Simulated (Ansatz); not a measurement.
# Ga₂GeH₆: up Jacob's ladder to CCSD(T), part 2 of 2

Ansatz 0.2.0, Gaussian basis; functionals in def2-TZVPP, the program's frozen cores in correlated methods. Earlier steps stand in the parts before.

## Step 15: LC-ωPBE (range-separated)

Input file in.yaml:

```yaml
crystal:
  periodic: [false, false, false]
  atoms:
    - {symbol: Ga, position_ang: [-1.800298, 0.657746, -1.502413]}
    - {symbol: Ga, position_ang: [-0.374079, 0.722901, 0.497223]}
    - {symbol: Ge, position_ang: [1.495378, -0.832845, 0.856073]}
    - {symbol: H, position_ang: [-3.098712, -0.235496, -1.568637]}
    - {symbol: H, position_ang: [-1.442717, 1.469380, -2.806934]}
    - {symbol: H, position_ang: [-0.585908, 1.775238, 1.656832]}
    - {symbol: H, position_ang: [2.829286, -0.067518, 0.981611]}
    - {symbol: H, position_ang: [1.668525, -1.861504, -0.278689]}
    - {symbol: H, position_ang: [1.308526, -1.627892, 2.164926]}
basis:
  gaussian: {orbitals: def2-TZVPP}
hamiltonian: {xc: {name: LC-wPBE}}
output: {orbitals: {seedname: orbitals}}
```

The run is started by

```
> ansatz run in.yaml --threads 4 --pin off --events-out ev --progress --plain --max-ram 10444MiB
```

Standard output, shortened:

```text
Functional definition: LC-wPBE
  name "LC-wPBE"
  cite "Vydrov & Scuseria, J. Chem. Phys. 125, 234109 (2006) doi:10.1063/1.2409292"
  cite "Heyd & Scuseria, J. Chem. Phys. 120, 7274 (2004) doi:10.1063/1.1668634"
  cite "Ernzerhof & Perdew, J. Chem. Phys. 109, 3313 (1998) doi:10.1063/1.476928"
  cite "Perdew, Burke & Ernzerhof, Phys. Rev. Lett. 77, 3865 (1996) doi:10.1103/PhysRevLett.77.3865"
  parent pbe
[...]
1448 factors; their error is unknown
445 factors; integrals over basis functions are off by at most 2.0e-5 eV
[...]
mean field -161350.60764752 eV, -5929.5254636766 hartree, gradient 4.9e-5 eV, S^2 0.000000; 0 other end points of the search recorded, 0 dependent functions left out
reference -161350.60764753 eV, -5929.5254636769 hartree; 50, 50 occupied and 178, 178 virtual orbitals, 1448 factors
Total energy: -161350.60764753 eV, -5929.5254636769 hartree
```

Run time: 1.1 s. Hardware: 4 threads of AMD EPYC 9R45, shared host; peak memory 0.51 GiB.

Atomisation energy: 2023.3 kJ/mol (free atoms -161329.637 eV, run apart). HOMO -9.25 eV, LUMO -0.20 eV.

## Step 16: ωB97X-V (range-separated)

Edit in.yaml of step 15 so:

```diff
@@ -14,3 +14,3 @@
   gaussian: {orbitals: def2-TZVPP}
-hamiltonian: {xc: {name: LC-wPBE}}
+hamiltonian: {xc: {name: wB97X-V}}
 output: {orbitals: {seedname: orbitals}}
```

The command is unchanged.

Standard output, shortened:

```text
Functional definition: wB97X-V
  name "wB97X-V"
  cite "Mardirossian & Head-Gordon, Phys. Chem. Chem. Phys. 16, 9904 (2014) doi:10.1039/C3CP54374A"
  cite "Becke, J. Chem. Phys. 107, 8554 (1997) doi:10.1063/1.475007"
  cite "Vydrov & Van Voorhis, J. Chem. Phys. 133, 244103 (2010) doi:10.1063/1.3521275"
[...]
      + integral(e_c_pw_opposite_spin*poly(b97_u_opposite, cos0, cos1)) + vv10(b, c)
1549 factors; their error is unknown
347 factors; integrals over basis functions are off by at most 6.1e-6 eV
[...]
mean field -161356.73651488 eV, -5929.7506953974 hartree, gradient 2.3e-5 eV, S^2 0.000000; 0 other end points of the search recorded, 0 dependent functions left out
reference -161356.73651233 eV, -5929.7506953039 hartree; 50, 50 occupied and 178, 178 virtual orbitals, 1549 factors
Total energy: -161356.73651233 eV, -5929.7506953039 hartree
```

Run time: 3 s. Hardware: 4 threads of AMD EPYC 9R45, shared host; peak memory 1.1 GiB.

With the free atoms at this level, -161335.366 eV in sum, the atomisation energy is 2061.9 kJ/mol. HOMO -8.94 eV, LUMO -0.36 eV.

## Step 17: ωB97M-V (range-separated)

Edit in.yaml of step 16 so:

```diff
@@ -14,3 +14,3 @@
   gaussian: {orbitals: def2-TZVPP}
-hamiltonian: {xc: {name: wB97X-V}}
-output: {orbitals: {seedname: orbitals}}
+hamiltonian: {xc: {name: wB97M-V}}
+output: {forces: true, orbitals: {seedname: orbitals}}
```

Same command.

Standard output, shortened:

```text
Functional definition: wB97M-V
  name "wB97M-V"
  cite "Mardirossian & Head-Gordon, J. Chem. Phys. 144, 214110 (2016) doi:10.1063/1.4952647"
  cite "Becke, J. Chem. Phys. 107, 8554 (1997) doi:10.1063/1.475007"
  cite "Vydrov & Van Voorhis, J. Chem. Phys. 133, 244103 (2010) doi:10.1063/1.3521275"
  # Of w^i u^j: cxij and so on, Table III.
[...]
  gx(w, u) = 1 - cx + cx01*u + cx10*w
  gss(w, u) = css00 + css04*u^4 + css10*w + css20*w^2 + css43*w^4*u^3
  gos(w, u) = cos00 + cos10*w + (cos20 + cos21*u)*w^2 + (cos60 + cos61*u)*w^6
[...]
      + integral(e_c_pw_mod_opposite_spin*gos(b97_w_opposite, b97_u_opposite)) + vv10(b, c)
1546 factors; their error is unknown
347 factors; integrals over basis functions are off by at most 6.1e-6 eV
[...]
Total energy: -161362.06724917 eV, -5929.9465962695 hartree
Atom 0 at    -1.800298     0.657746    -1.502413 Å, force    -0.039482    -0.010361    -0.066217 eV/Å
Atom 1 at    -0.374079     0.722901     0.497223 Å, force     0.020215     0.027169     0.056630 eV/Å
Atom 2 at     1.495378    -0.832845     0.856073 Å, force     0.025674    -0.009139     0.021442 eV/Å
Atom 3 at    -3.098712    -0.235496    -1.568637 Å, force     0.116568     0.085477     0.006128 eV/Å
Atom 4 at    -1.442717     1.469380    -2.806934 Å, force    -0.035592    -0.072601     0.122017 eV/Å
Atom 5 at    -0.585908     1.775238     1.656832 Å, force     0.015537    -0.095337    -0.107629 eV/Å
Atom 6 at     2.829286    -0.067518     0.981611 Å, force    -0.106048    -0.062665    -0.009976 eV/Å
Atom 7 at     1.668525    -1.861504    -0.278689 Å, force    -0.013562     0.075579     0.081575 eV/Å
Atom 8 at     1.308526    -1.627892     2.164926 Å, force     0.016691     0.061878    -0.103969 eV/Å
Dipole moment:    -0.084613     0.070931    -0.013853 e Å
```

Run time: 4.3 s. Hardware: 4 threads of AMD EPYC 9R45, shared host; peak memory 1.1 GiB.

Atomisation energy: 2013.8 kJ/mol (free atoms -161341.196 eV, run apart). HOMO -8.77 eV, LUMO -0.54 eV.

## Step 18: B2PLYP (double hybrid)

Edit in.yaml of step 17 so:

```diff
@@ -14,3 +14,2 @@
   gaussian: {orbitals: def2-TZVPP}
-hamiltonian: {xc: {name: wB97M-V}}
-output: {forces: true, orbitals: {seedname: orbitals}}
+hamiltonian: {xc: {name: B2PLYP}}
```

Launched as before.

Standard output, shortened:

```text
Functional definition: B2PLYP
  name "B2PLYP"
  cite "Grimme, J. Chem. Phys. 124, 034108 (2006) doi:10.1063/1.2148954"
  cite "Becke, Phys. Rev. A 38, 3098 (1988) doi:10.1103/PhysRevA.38.3098"
  cite "Lee, Yang & Parr, Phys. Rev. B 37, 785 (1988) doi:10.1103/PhysRevB.37.785"
[...]
1414 factors; integrals over basis functions are off by at most 9.5e-4 eV
[...]
mean field -161334.80883759 eV, -5928.9448681201 hartree, gradient 7.3e-6 eV, S^2 0.000000; 0 other end points of the search recorded, 0 dependent functions left out
27 core orbitals not correlated: weight in the atoms' cores, before any rotation towards them, 1.000 or more for the frozen orbitals, at most 0.000 for the correlated occupied ones
reference -161334.80904604 eV, -5928.9448757806 hartree; 23, 23 occupied and 178, 178 virtual orbitals, 1414 factors
second order -24.36897349 eV of doubles, -0.00000000 eV of singles
Total energy: -161341.38866888 eV, -5929.1866724603 hartree
```

Run time: 2 s. Hardware: 4 threads of AMD EPYC 9R45, shared host; peak memory 0.66 GiB.

Atomisation energy: 1995.4 kJ/mol (free atoms -161320.708 eV, run apart).

## Step 19: PBE-QIDH (double hybrid)

Edit in.yaml of step 18 so:

```diff
@@ -14,2 +14,2 @@
   gaussian: {orbitals: def2-TZVPP}
-hamiltonian: {xc: {name: B2PLYP}}
+hamiltonian: {xc: {name: PBE-QIDH}}
```

Launched as before.

Standard output, shortened:

```text
Functional definition: PBE-QIDH
  name "PBE-QIDH"
  cite "Brémond, Sancho-García, Pérez-Jiménez & Adamo, J. Chem. Phys. 141, 031101 (2014) doi:10.1063/1.4890314"
  cite "Perdew, Burke & Ernzerhof, Phys. Rev. Lett. 77, 3865 (1996) doi:10.1103/PhysRevLett.77.3865"
[...]
1414 factors; integrals over basis functions are off by at most 9.5e-4 eV
[...]
mean field -161315.70040069 eV, -5928.2426460163 hartree, gradient 9.4e-6 eV, S^2 0.000000; 0 other end points of the search recorded, 0 dependent functions left out
27 core orbitals not correlated: weight in the atoms' cores, before any rotation towards them, 1.000 or more for the frozen orbitals, at most 0.000 for the correlated occupied ones
reference -161315.70041690 eV, -5928.2426466122 hartree; 23, 23 occupied and 178, 178 virtual orbitals, 1414 factors
second order -22.46435694 eV of doubles, -0.00000000 eV of singles
Total energy: -161323.18853588 eV, -5928.5178299090 hartree
```

Run time: 2 s. Hardware: 4 threads of AMD EPYC 9R45, shared host; peak memory 0.66 GiB.

With the free atoms at this level, -161302.188 eV in sum, the atomisation energy is 2026.3 kJ/mol.

## Step 20: Frontier levels by functional

Dipoles come from the runs that computed forces. Levels, from each run's orbital file:

```csv
functional,HOMO (eV),LUMO (eV),gap (eV),dipole (D)
LDA (SPW92),-6.03,-3.22,2.81,
PBE-D4,-5.90,-3.00,2.90,0.40
revPBE-D4,-5.85,-2.89,2.96,
BLYP-D4,-5.75,-2.92,2.83,
r2SCAN-D4,-6.14,-2.84,3.30,0.42
B97M-V,-6.20,-3.03,3.17,
PBE0-D4,-6.85,-2.26,4.59,
B3LYP-D4,-6.66,-2.49,4.17,0.47
r2SCANh-D4,-6.49,-2.58,3.91,
r2SCAN0-D4,-7.01,-2.19,4.82,
HSE06-D4,-6.47,-2.63,3.84,
BHLYP-D4,-7.68,-1.51,6.17,
CAM-B3LYP-D4,-8.00,-1.32,6.68,
LC-ωPBE,-9.25,-0.20,9.06,
ωB97X-V,-8.94,-0.36,8.59,
ωB97M-V,-8.77,-0.54,8.22,0.53
```

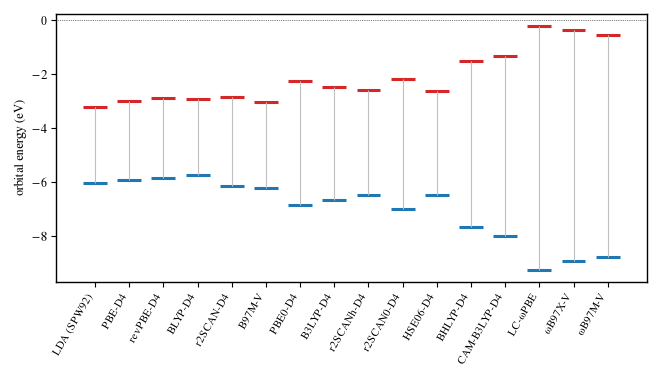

Highest occupied (blue) and lowest empty (red) level by functional.

## Step 21: CCSD(T) in def2-SVP

Edit in.yaml of step 19 so:

```diff
@@ -13,3 +13,3 @@
 basis:
-  gaussian: {orbitals: def2-TZVPP}
-hamiltonian: {xc: {name: PBE-QIDH}}
+  gaussian: {orbitals: def2-SVP}
+correlation: {method: ccsd_t}
```

The command is unchanged.

Standard output, shortened:

```text
Functional definition: HF
  name "HF"
  cite "Fock, Z. Phys. 61, 126 (1930) doi:10.1007/BF01340294"
  parent pbe
[...]
1269 factors; integrals over basis functions are off by at most 1.5e-3 eV
[...]
mean field -161215.88604225 eV, -5924.5745360003 hartree, gradient 1.7e-6 eV, S^2 0.000000; 0 other end points of the search recorded, 0 dependent functions left out
27 core orbitals not correlated: weight in the atoms' cores, before any rotation towards them, 1.000 or more for the frozen orbitals, at most 0.000 for the correlated occupied ones
reference -161215.88604225 eV, -5924.5745360003 hartree; 23, 23 occupied and 76, 76 virtual orbitals, 1269 factors
second order -18.12274177 eV of doubles, -0.00000000 eV of singles
cycle   1  -17.58869177 eV  change    5.3e-1 eV  update   1.3e-1
[...]
cycle   9  -18.49937351 eV  change   -5.1e-5 eV  update   2.7e-5
perturbative correction -0.59100661 eV, -0.0217190924 hartree
Total energy: -161234.97642237 eV, -5925.2760945299 hartree
```

Run time: 4.5 s. Hardware: 4 threads of AMD EPYC 9R45, shared host; peak memory 0.68 GiB.

## Step 22: CCSD(T) in def2-TZVPP

Edit in.yaml of step 21 so:

```diff
@@ -13,3 +13,4 @@
 basis:
-  gaussian: {orbitals: def2-SVP}
+  gaussian: {orbitals: def2-TZVPP}
 correlation: {method: ccsd_t}
+output: {orbitals: {seedname: orbitals}}
```

The command is unchanged.

Standard output, shortened:

```text
Functional definition: HF
  name "HF"
  cite "Fock, Z. Phys. 61, 126 (1930) doi:10.1007/BF01340294"
  parent pbe
[...]
1414 factors; integrals over basis functions are off by at most 9.5e-4 eV
[...]
mean field -161236.64163855 eV, -5925.3372900957 hartree, gradient 2.8e-6 eV, S^2 0.000000; 0 other end points of the search recorded, 0 dependent functions left out
27 core orbitals not correlated: weight in the atoms' cores, before any rotation towards them, 1.000 or more for the frozen orbitals, at most 0.000 for the correlated occupied ones
reference -161236.64163855 eV, -5925.3372900957 hartree; 23, 23 occupied and 178, 178 virtual orbitals, 1414 factors
second order -19.73693379 eV of doubles, -0.00000000 eV of singles
cycle   1  -19.41449765 eV  change    3.2e-1 eV  update   1.3e-1
[...]
cycle   9  -20.39501363 eV  change   -4.0e-5 eV  update   3.0e-5
perturbative correction -0.76714522 eV, -0.0281920668 hartree
Total energy: -161257.80379740 eV, -5926.1149850893 hartree
```

It took 51 s on 4 threads of AMD EPYC 9R45, shared host; peak memory 3.7 GiB.

## Step 23: MP2 in def2-QZVPP

Edit in.yaml of step 22 so:

```diff
@@ -13,4 +13,3 @@
 basis:
-  gaussian: {orbitals: def2-TZVPP}
-correlation: {method: ccsd_t}
-output: {orbitals: {seedname: orbitals}}
+  gaussian: {orbitals: "def2-QZVPP.json"}
+correlation: {method: mp2}
```

Launched as before.

Standard output:

```text
Functional definition: HF
  name "HF"
  cite "Fock, Z. Phys. 61, 126 (1930) doi:10.1007/BF01340294"
  parent pbe
  exchange = exact_x
  correlation = 0
2842 factors; integrals over basis functions are off by at most 1.1e-3 eV
mean field evaluation 1: about -161238.5017 eV, gradient 1.6e1 eV
mean field evaluation 2: about -161238.5509 eV, gradient 1.6e1 eV
mean field evaluation 4: about -161239.9582 eV, gradient 4.5e0 eV
mean field evaluation 8: about -161239.9918 eV, gradient 1.7e-1 eV
mean field -161239.99192509 eV, -5925.4604108553 hartree, gradient 1.4e-6 eV, S^2 0.000000; 0 other end points of the search recorded, 0 dependent functions left out
27 core orbitals not correlated: weight in the atoms' cores, before any rotation towards them, 1.000 or more for the frozen orbitals, at most 0.000 for the correlated occupied ones
reference -161239.99192509 eV, -5925.4604108553 hartree; 23, 23 occupied and 397, 397 virtual orbitals, 2842 factors
second order -40.38741192 eV of doubles, -0.00000000 eV of singles
Total energy: -161280.37933701 eV, -5926.9446208676 hartree
```

Run time: 9 s. Hardware: 4 threads of AMD EPYC 9R45, shared host; peak memory 2.5 GiB.

The pieces so far (eV):

```csv
basis,HF,MP2 correlation,CCSD correlation,(T),total
def2-SVP,-161215.8860,-18.1227,-18.4994,-0.5910,-161234.9764
def2-TZVPP,-161236.6416,-19.7369,-20.3950,-0.7671,-161257.8038
def2-QZVPP,-161239.9919,-40.3874,,,-161280.3793 (MP2)
```

The report of the def2-TZVPP run gives T1 = 0.0133.

## Step 24: From triple and quadruple zeta to the limit

This step is arithmetic on the last runs, with X = 3 and 4: exp(−7.88√X) for Hartree-Fock, X^−2.97 for correlation; only MP2 was run in the larger set, so CCSD(T) minus MP2 is added from the smaller one.

```csv
level,energy at the limit (eV)
HF,-161240.4534
MP2,-161296.1374
CCSD,-161296.7955
CCSD(T),-161297.5627
```

This is no true limit for total energies: MP2 correlation changes by a factor of 2.05 from triple to quadruple zeta (about 1.07 in light molecules), because outer-core shells are correlated in sets not made for them. Much of that cancels between molecule and atoms or ions.

## Step 25: RPA on PBE orbitals

Edit in.yaml of step 23 so:

```diff
@@ -13,3 +13,4 @@
 basis:
-  gaussian: {orbitals: "def2-QZVPP.json"}
-correlation: {method: mp2}
+  gaussian: {orbitals: def2-TZVPP}
+hamiltonian: {xc: pbe}
+correlation: {method: rpa}
```

Launched as before.

Standard output, shortened:

```text
Functional definition: PBE
  name "PBE"
  cite "Perdew, Burke & Ernzerhof, Phys. Rev. Lett. 77, 3865 (1996) doi:10.1103/PhysRevLett.77.3865"
  parent pbe
[...]
1414 factors; integrals over basis functions are off by at most 9.5e-4 eV
[...]
mean field -161346.70499095 eV, -5929.3820436928 hartree, gradient 1.8e-6 eV, S^2 0.000000; 0 other end points of the search recorded, 0 dependent functions left out
27 core orbitals not correlated: weight in the atoms' cores, before any rotation towards them, 1.000 or more for the frozen orbitals, at most 0.000 for the correlated occupied ones
reference -161234.22745750 eV, -5925.2485705785 hartree; 23, 23 occupied and 178, 178 virtual orbitals, 1414 factors
Total energy: -161266.51094449 eV, -5926.4349668428 hartree
```

Run time: 1.8 s. Hardware: 4 threads of AMD EPYC 9R45, shared host; peak memory 0.5 GiB.

RPA correlation: -32.283 eV. No RPA run of the hydrogen atom was made, so RPA has no atomisation energy below.

## Step 26: Atomisation energies

Free atoms (2 Ga, 1 Ge, 6 H) were run apart at each level; the atomisation energy is their sum less the molecule, without zero-point or spin-orbit terms.

Differences are taken before rounding.

```csv
method,rung,"atoms, summed (eV)",atomisation energy (kJ/mol),from CCSD(T)/CBS (kJ/mol),time
LDA (SPW92),LDA,-161095.552,2281.0,+223.8,0.55 s
PBE-D4,GGA,-161326.235,1993.7,-63.4,0.95 s
revPBE-D4,GGA,-161339.768,1955.9,-101.3,0.8 s
BLYP-D4,GGA,-161356.475,1970.4,-86.8,0.8 s
r2SCAN-D4,meta-GGA,-161349.430,2053.4,-3.8,1.6 s
B97M-V,meta-GGA,-161319.574,2077.9,+20.7,2.9 s
PBE0-D4,hybrid,-161329.931,2002.4,-54.8,1.4 s
B3LYP-D4,hybrid,-161355.365,2009.9,-47.3,1.9 s
r2SCANh-D4,hybrid,-161348.697,2047.7,-9.5,1.9 s
r2SCAN0-D4,hybrid,-161347.643,2040.8,-16.4,1.9 s
HSE06-D4,hybrid,-161329.888,2001.7,-55.4,1.5 s
BHLYP-D4,hybrid,-161349.025,2006.7,-50.4,1.4 s
CAM-B3LYP-D4,range-separated,-161360.291,2031.4,-25.8,1.6 s
LC-ωPBE,range-separated,-161329.637,2023.3,-33.9,1.1 s
ωB97X-V,range-separated,-161335.366,2061.9,+4.8,3 s
ωB97M-V,range-separated,-161341.196,2013.8,-43.4,4.3 s
B2PLYP,double hybrid,-161320.708,1995.4,-61.8,2 s
PBE-QIDH,double hybrid,-161302.188,2026.3,-30.9,2 s
HF/def2-TZVPP,wavefunction,-161221.119,1497.7,-559.5,
MP2/def2-TZVPP,wavefunction,-161235.711,1994.1,-63.1,
CCSD/def2-TZVPP,wavefunction,-161236.105,2019.6,-37.6,
CCSD(T)/def2-SVP,wavefunction,-161215.027,1924.8,-132.4,4.5 s
CCSD(T)/def2-TZVPP,wavefunction,-161236.681,2038.0,-19.2,51 s
MP2/CBS,wavefunction,-161275.271,2013.3,-43.9,
CCSD(T)/CBS,wavefunction,-161276.241,2057.2,0,60 s
```

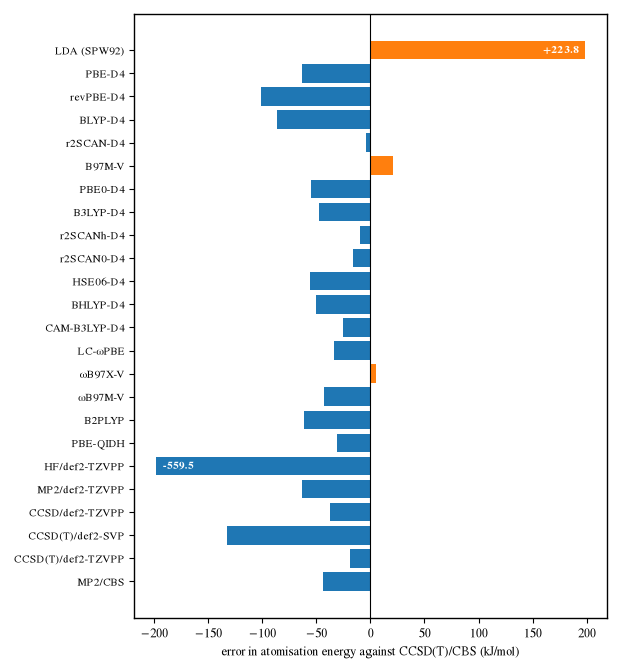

How far each level lands from CCSD(T)/CBS. Bars with a number in them are cut short.

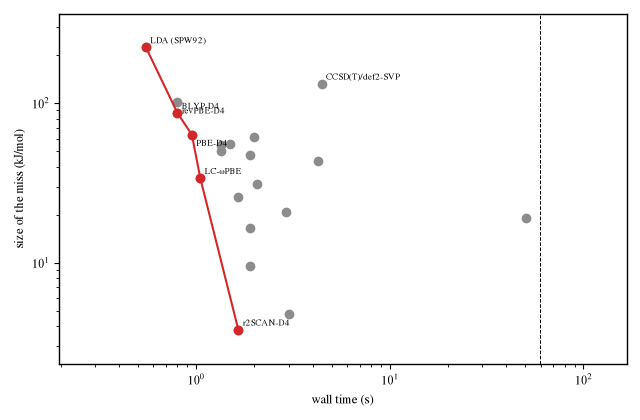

Miss against cost. Red marks the levels that no quicker level drawn beats (of those quicker than the yardstick), and the dashed line is the time of CCSD(T)/CBS. Only those levels and the largest misses are named. Times are from a shared host.

LDA (SPW92), LC-ωPBE, B2PLYP, PBE-QIDH carry no dispersion term (for B3LYP, D4 adds 30.5 kJ/mol).

Times are those of the molecule's run; HF, MP2 and CCSD come out of the CCSD(T) runs, and the limit's time is the sum of the runs that it needs.

## Step 27: Outcome

This closing draws on all 2 parts.

| quantity | value |
| --- | --- |
| atomisation energy, CCSD(T)/CBS | 2057.2 kJ/mol |
| functionals within 20.6 kJ/mol (1.0 %) | r2SCAN-D4, r2SCANh-D4, r2SCAN0-D4, ωB97X-V |
| farthest beyond LDA | revPBE-D4 (-101.3 kJ/mol) |
| mean size of error, GGA | 83.8 kJ/mol |
| mean size of error, meta-GGA | 12.2 kJ/mol |
| mean size of error, hybrid | 39.0 kJ/mol |
| mean size of error, range-separated | 26.9 kJ/mol |
| mean size of error, double hybrid | 46.3 kJ/mol |
| gap, smallest and largest | 2.81 eV (LDA (SPW92)), 9.06 eV (LC-ωPBE) |
| T1 diagnostic | 0.0133 |
| triples share of the correlation energy | 3.6 % |

The LDA atomisation energy is off by 223.8 kJ/mol (11 %): it overbinds. PBE-D4 is off by -63.4 kJ/mol. Double hybrids carry the basis error of their MP2 part in triple zeta, and no dispersion term here, so their miss is partly the set-up's. By mean error the best rung here is meta-GGA (12.2 kJ/mol) and the worst beyond LDA is GGA (83.8 kJ/mol). The reference freezes the cores and leaves out relativity and excitations past (T), and its outer-core shells are covered unevenly, so misses under about 20.6 kJ/mol can't be ranked. Hartree-Fock recovers 73 % of the binding; the rest is correlation. CCSD(T) in def2-SVP is off by -132.4 kJ/mol, worse than the median functional, from the basis alone. Orbital gaps span 2.8 to 9.1 eV; exact exchange widens them. Correlated methods include outer-core shells of Ga, Ge, which these sets cover unevenly.

r2SCAN-D4 reaches 3.8 kJ/mol from the reference in 1.6 s, where CCSD(T)/CBS took 60 s; the quickest level in the cost chart, LDA (SPW92), takes 0.55 s and misses by 223.8 kJ/mol.
